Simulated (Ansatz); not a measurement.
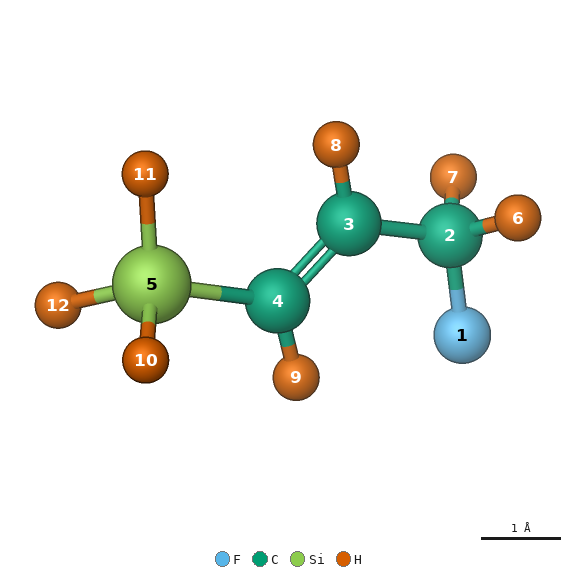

Numbered structure. Computed geometry: PBE-D4/def2-SVP optimisation. No frequency run is at hand to confirm it as a minimum.

Question: Describe the coordination of atom 3.

Answer: C3 has 3 neighbours (C2 at 1.50, C4 at 1.35, H8 at 1.11 Å); the arrangement is trigonal planar.

Question: Describe the coordination of atom 4.

Answer: C4 has 3 neighbours (C3 at 1.35, Si5 at 1.87, H9 at 1.11 Å); the arrangement is trigonal planar.

Question: Describe the coordination of atom 5.

Answer: Si5 has 4 neighbours (C4 at 1.87, H10 at 1.51, H11 at 1.51, H12 at 1.51 Å); the arrangement is tetrahedral.

Question: Describe the coordination of atom 2.

Answer: C2 has 4 neighbours (F1 at 1.38, C3 at 1.50, H6 at 1.12, H7 at 1.12 Å); the arrangement is tetrahedral.

Question: What is the dihedral angle F1–C2–C3–C4?

Answer: 0° in size, that is syn (eclipsed).
